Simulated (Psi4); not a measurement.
Run report: SiNH6SF, interaction calculation (part 1 of 2)

- system: SiNH6SF
- method: SSAPT0/def2-SVPD, RHF (Psi4 1.11)

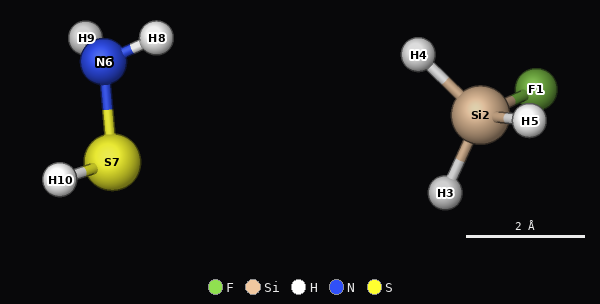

**Figure 1.** The structure (ball-and-stick view, seen at a tilt; atoms are numbered from 1 in the order of the input). Bond lengths as drawn: F–Si 1.60 Å, H–N 1.01 Å, H–S 1.34 Å, H–Si 1.48 Å and N–S 1.72 Å.

Input file (input.dat)
```
memory 1600 mb

molecule molecule1 {
  0 1
  F     -1.284600     0.177520     0.866280
  Si     0.033300    -0.004580    -0.022420
  H     -0.377800    -0.177880    -1.435420
  H      0.758600    -1.203180     0.459880
  H      0.870500     1.208120     0.131680
  --
  0 1
  N      2.888550    -5.523990    -1.891300
  S      2.299910    -4.857580    -3.362610
  H      2.924310    -4.802930    -1.178330
  H      2.269750    -6.265310    -1.578780
  H      3.391760    -5.146170    -4.080870
  units angstrom
  symmetry c1
  no_reorient
  no_com
}

set {
  basis def2-SVPD
  reference rhf
  scf_type df
  freeze_core true
}

e, wfn = energy('ssapt0', return_wfn=True)
```

Command:
```bash
psi4 -i input.dat -o output.dat -n 1
```

Log
```
Psi4 1.11 release

   => Loading Basis Set <=

    Name: DEF2-SVPD
    Role: ORBITAL
    Keyword: BASIS

   => Loading Basis Set <=

    Name: DEF2-SVPD
    Role: ORBITAL
    Keyword: BASIS

  //>>>>>>>>>>>>>>>>>>>>>>>>>>>>>>>>>>>//
  //              Dimer HF             //
  //<<<<<<<<<<<<<<<<<<<<<<<<<<<<<<<<<<<//

   => Loading Basis Set <=

    Name: DEF2-SVPD
    Role: ORBITAL
    Keyword: BASIS

         ---------------------------------------------------------
                                   SCF
                              RHF Reference
                        1 Threads,   1525 MiB Core
         ---------------------------------------------------------

  ==> Geometry <==

    Molecular point group: c1
    Full point group: C1

    Geometry (in Angstrom), charge = 0, multiplicity = 1:

       Center              X                  Y                   Z               Mass
    ------------   -----------------  -----------------  -----------------  -----------------
         F           -1.284600000000     0.177520000000     0.866280000000    18.998403162730
         SI           0.033300000000    -0.004580000000    -0.022420000000    27.976926534650
         H           -0.377800000000    -0.177880000000    -1.435420000000     1.007825032230
         H            0.758600000000    -1.203180000000     0.459880000000     1.007825032230
         H            0.870500000000     1.208120000000     0.131680000000     1.007825032230
         N            2.888550000000    -5.523990000000    -1.891300000000    14.003074004430
         S            2.299910000000    -4.857580000000    -3.362610000000    31.972071174400
         H            2.924310000000    -4.802930000000    -1.178330000000     1.007825032230
         H            2.269750000000    -6.265310000000    -1.578780000000     1.007825032230
         H            3.391760000000    -5.146170000000    -4.080870000000     1.007825032230

  Running in c1 symmetry.

  Rotational constants: A =      0.25582  B =      0.00832  C =      0.00825 [cm^-1]
  Rotational constants: A =   7669.25613  B =    249.49627  C =    247.21784 [MHz]
  Nuclear repulsion =  174.235810147769143

  Charge       = 0
  Multiplicity = 1
  Electrons    = 52
  Nalpha       = 26
  Nbeta        = 26

  ==> Algorithm <==

  SCF Algorithm Type is DF.
  DIIS enabled.
  MOM disabled.
  Fractional occupation disabled.
  Guess Type is SAD.
  Energy threshold   = 1.00e-08
  Density threshold  = 1.00e-08
  Integral threshold = 1.00e-12

  ==> Primary Basis <==

  Basis Set: DEF2-SVPD
    Blend: DEF2-SVPD
    Number of shells: 62
    Number of basis functions: 142
    Number of Cartesian functions: 150
    Spherical Harmonics?: true
    Max angular momentum: 2

   => Loading Basis Set <=

    Name: (DEF2-SVPD AUX)
    Role: JKFIT
    Keyword: DF_BASIS_SCF

  ==> Integral Setup <==

  DFHelper Memory: AOs need 0.073 GiB; user supplied 1.118 GiB.
  SCF_SUBTYPE=INCORE selected. In-core MEM_DF algorithm will be used.
  Using in-core AOs.

  ==> MemDFJK: Density-Fitted J/K Matrices <==

    J tasked:                   Yes
    K tasked:                   Yes
    wK tasked:                   No
    Memory [MiB]:              1144
    Algorithm:                 Core
    Schwarz Cutoff:           1E-12
    Mask sparsity (%):      14.7292
    Fitting Condition:        1E-10

   => Auxiliary Basis Set <=

  Basis Set: (DEF2-SVPD AUX)
    Blend: DEF2-UNIVERSAL-JKFIT
    Number of shells: 162
    Number of basis functions: 518
    Number of Cartesian functions: 616
    Spherical Harmonics?: true
    Max angular momentum: 4

  Minimum eigenvalue in the overlap matrix is 3.9282957553E-04.
  Reciprocal condition number of the overlap matrix is 5.6606765931E-05.
    Using symmetric orthogonalization.

  ==> Pre-Iterations <==

  SCF Guess: Superposition of Atomic Densities via on-the-fly atomic UHF (no occupation information).

   -------------------------
    Irrep   Nso     Nmo
   -------------------------
     A        142     142
   -------------------------
    Total     142     142
   -------------------------

  ==> Iterations <==

                           Total Energy        Delta E     RMS |[F,P]|

   @DF-RHF iter SAD:  -842.50328999572446   -8.42503e+02   0.00000e+00
   @DF-RHF iter   1:  -843.44598748926819   -9.42697e-01   3.00287e-03 DIIS/ADIIS
   @DF-RHF iter   2:  -843.52198771286442   -7.60002e-02   1.68969e-03 DIIS/ADIIS
   @DF-RHF iter   3:  -843.54313671505633   -2.11490e-02   2.91560e-04 DIIS/ADIIS
   @DF-RHF iter   4:  -843.54462374769935   -1.48703e-03   5.77464e-05 DIIS
   @DF-RHF iter   5:  -843.54470812730756   -8.43796e-05   1.38333e-05 DIIS
   @DF-RHF iter   6:  -843.54471348729044   -5.35998e-06   4.78027e-06 DIIS
   @DF-RHF iter   7:  -843.54471405646382   -5.69173e-07   1.79517e-06 DIIS
   @DF-RHF iter   8:  -843.54471414322666   -8.67628e-08   6.53098e-07 DIIS
   @DF-RHF iter   9:  -843.54471415755131   -1.43247e-08   1.92247e-07 DIIS
   @DF-RHF iter  10:  -843.54471415903015   -1.47884e-09   5.34984e-08 DIIS
   @DF-RHF iter  11:  -843.54471415915577   -1.25624e-10   1.36853e-08 DIIS
   @DF-RHF iter  12:  -843.54471415916350   -7.73070e-12   3.11531e-09 DIIS
  Energy and wave function converged.

  ==> Post-Iterations <==

    Orbital Energies [Eh]
    ---------------------

    Doubly Occupied:

       1A    -91.954698     2A    -68.814920     3A    -26.289249
       4A    -15.589533     5A     -8.983934     6A     -6.672243
       7A     -6.670456     8A     -6.668494     9A     -6.176884
      10A     -4.289049    11A     -4.287071    12A     -4.287048
      13A     -1.566512    14A     -1.187178    15A     -0.920052
      16A     -0.778642    17A     -0.681884    18A     -0.674431
      19A     -0.674398    20A     -0.642828    21A     -0.594176
      22A     -0.559429    23A     -0.492791    24A     -0.491820
      25A     -0.412357    26A     -0.372293

    Virtual:

      27A      0.069341    28A      0.082894    29A      0.093634
      30A      0.100279    31A      0.111937    32A      0.134973
      33A      0.145719    34A      0.153664    35A      0.173853
      36A      0.182558    37A      0.192931    38A      0.206150
      39A      0.211332    40A      0.222851    41A      0.231830
      42A      0.232473    43A      0.243777    44A      0.260172
      45A      0.274146    46A      0.290548    47A      0.303041
      48A      0.309931    49A      0.315294    50A      0.319713
      51A      0.323793    52A      0.330341    53A      0.341125
      54A      0.344914    55A      0.351696    56A      0.365692
      57A      0.386527    58A      0.392196    59A      0.411562
      60A      0.422726    61A      0.425125    62A      0.430856
      63A      0.445136    64A      0.451809    65A      0.461009
      66A      0.470524    67A      0.486976    68A      0.492405
      69A      0.517450    70A      0.526153    71A      0.536345
      72A      0.542248    73A      0.576460    74A      0.608723
      75A      0.622480    76A      0.678984    77A      0.697538
      78A      0.730493    79A      0.756866    80A      0.758617
      81A      0.760133    82A      0.771661    83A      0.798571
      84A      0.852093    85A      0.859951    86A      0.860921
      87A      0.875407    88A      0.933301    89A      0.943345
      90A      1.034296    91A      1.054242    92A      1.075733
      93A      1.080428    94A      1.089959    95A      1.096929
      96A      1.126028    97A      1.135108    98A      1.172585
      99A      1.248134   100A      1.253516   101A      1.273888
     102A      1.284680   103A      1.310394   104A      1.317624
     105A      1.372095   106A      1.434977   107A      1.484850
     108A      1.598390   109A      1.643637   110A      1.730550
     111A      1.748027   112A      1.751528   113A      1.835673
     114A      1.961211   115A      1.973126   116A      1.981644
     117A      1.987991   118A      1.988634   119A      2.010564
     120A      2.057129   121A      2.150776   122A      2.164896
     123A      2.174438   124A      2.177961   125A      2.314223
     126A      2.373626   127A      2.448833   128A      2.456729
     129A      2.510147   130A      2.563710   131A      2.564929
     132A      2.646975   133A      2.972663   134A      2.991766
     135A      3.127808   136A      3.558184   137A      3.732226
     138A      3.733366   139A      3.746851   140A      3.749757
     141A      3.861795   142A      3.984004

    Final Occupation by Irrep:
              A
    DOCC [    26 ]
    NA   [    26 ]
    NB   [    26 ]

  @DF-RHF Final Energy:  -843.54471415916350

   => Energetics <=

    Nuclear Repulsion Energy =            174.2358101477691434
    One-Electron Energy =               -1514.0963067299871909
    Two-Electron Energy =                 496.3157824230545998
    Total Energy =                       -843.5447141591635045

Computation Completed

Properties will be evaluated at   0.000000,   0.000000,   0.000000 [a0]

Properties computed using the SCF density matrix

 Multipole Moments:

 ------------------------------------------------------------------------------------
     Multipole            Electronic (a.u.)      Nuclear  (a.u.)        Total (a.u.)
 ------------------------------------------------------------------------------------

 L = 1.  Multiply by 2.5417464519 to convert [e a0] to [Debye]
 Dipole X            :       -104.9318169          105.3717524            0.4399355
 Dipole Y            :        247.8594335         -248.0133259           -0.1538924
 Dipole Z            :        127.1120756         -127.0652981            0.0467776
 Magnitude           :                                                    0.4684167

 ------------------------------------------------------------------------------------

	total time  =          1 seconds =       0.02 minutes

  //>>>>>>>>>>>>>>>>>>>>>>>>>>>>>>>>>>>//
  //            Monomer A HF           //
  //<<<<<<<<<<<<<<<<<<<<<<<<<<<<<<<<<<<//

  ==> Geometry <==

    Molecular point group: c1
    Full point group: C1

    Geometry (in Angstrom), charge = 0, multiplicity = 1:

       Center              X                  Y                   Z               Mass
    ------------   -----------------  -----------------  -----------------  -----------------
         F           -1.284600000000     0.177520000000     0.866280000000    18.998403162730
         SI           0.033300000000    -0.004580000000    -0.022420000000    27.976926534650
         H           -0.377800000000    -0.177880000000    -1.435420000000     1.007825032230
         H            0.758600000000    -1.203180000000     0.459880000000     1.007825032230
         H            0.870500000000     1.208120000000     0.131680000000     1.007825032230
      Gh(N)           2.888550000000    -5.523990000000    -1.891300000000    14.003074004430
      Gh(S)           2.299910000000    -4.857580000000    -3.362610000000    31.972071174400
      Gh(H)           2.924310000000    -4.802930000000    -1.178330000000     1.007825032230
      Gh(H)           2.269750000000    -6.265310000000    -1.578780000000     1.007825032230
      Gh(H)           3.391760000000    -5.146170000000    -4.080870000000     1.007825032230

  Running in c1 symmetry.

  Rotational constants: A =      0.25582  B =      0.00832  C =      0.00825 [cm^-1]
  Rotational constants: A =   7669.25613  B =    249.49627  C =    247.21784 [MHz]
  Nuclear repulsion =   63.042807224251995

  Charge       = 0
  Multiplicity = 1
  Electrons    = 26
  Nalpha       = 13
  Nbeta        = 13

  ==> Iterations <==

                           Total Energy        Delta E     RMS |[F,P]|

   @DF-RHF iter SAD:  -389.35893123642444   -3.89359e+02   0.00000e+00
   @DF-RHF iter   1:  -389.95824789536812   -5.99317e-01   2.13058e-03 DIIS/ADIIS
   @DF-RHF iter   2:  -389.98934864088972   -3.11007e-02   1.35403e-03 DIIS/ADIIS
   @DF-RHF iter   3:  -390.00125633072304   -1.19077e-02   1.47929e-04 DIIS/ADIIS
   @DF-RHF iter   4:  -390.00179209938176   -5.35769e-04   1.94481e-05 DIIS
   @DF-RHF iter   5:  -390.00180399997402   -1.19006e-05   3.89044e-06 DIIS
   @DF-RHF iter   6:  -390.00180447859128   -4.78617e-07   6.23852e-07 DIIS
   @DF-RHF iter   7:  -390.00180449039578   -1.18045e-08   1.10095e-07 DIIS
   @DF-RHF iter   8:  -390.00180449071325   -3.17470e-10   2.04479e-08 DIIS
   @DF-RHF iter   9:  -390.00180449072292   -9.66338e-12   3.64906e-09 DIIS
  Energy and wave function converged.

  ==> Post-Iterations <==

    Final Occupation by Irrep:
              A
    DOCC [    13 ]
    NA   [    13 ]
    NB   [    13 ]

  @DF-RHF Final Energy:  -390.00180449072292

   => Energetics <=

    Nuclear Repulsion Energy =             63.0428072242519946
    One-Electron Energy =                -667.1727740629694381
    Two-Electron Energy =                 214.1281623479945324
    Total Energy =                       -390.0018044907229182

Computation Completed

Properties will be evaluated at   0.000000,   0.000000,   0.000000 [a0]

Properties computed using the SCF density matrix

 Multipole Moments:

 ------------------------------------------------------------------------------------
     Multipole            Electronic (a.u.)      Nuclear  (a.u.)        Total (a.u.)
```
